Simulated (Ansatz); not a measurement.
```xyz
6

Al    0.7163    0.2134    0.2570
H     2.1401   -0.2559   -0.2455
N    -0.8009   -0.3959   -0.4629
H    -0.8475   -1.0664   -1.2307
Cl    0.5314    1.6282    1.8510
H    -1.7395   -0.1234   -0.1689
```

Level of theory: Ansatz, RKS revPBE-D4/def2-SVPD.

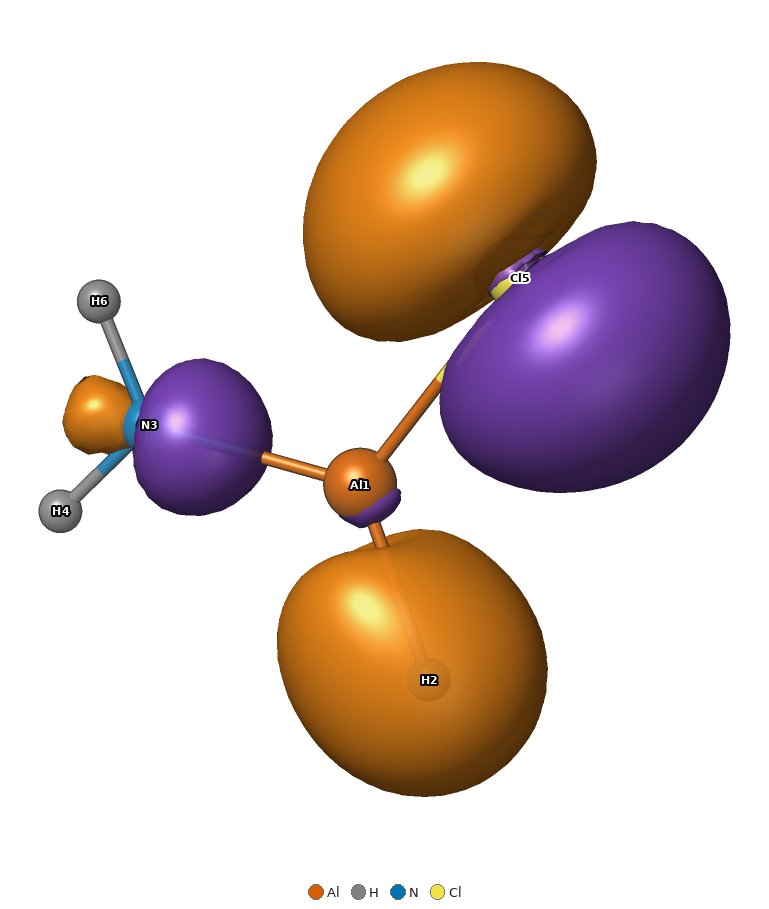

AlClH3N. The HOMO−1 at ±0.1 Å⁻³ᐟ² (orange and purple are the two phases), seen at a tilt.

What is the character of this orbital?

Answer. By Hirshfeld shares it lies mainly on Cl5 (about 70 %) and H2 (about 15 %); it is symmetric in the molecular plane (an in-plane orbital: σ, lone-pair or in-plane π type); largely a lone pair of Cl5. Its energy is −7.52 eV.
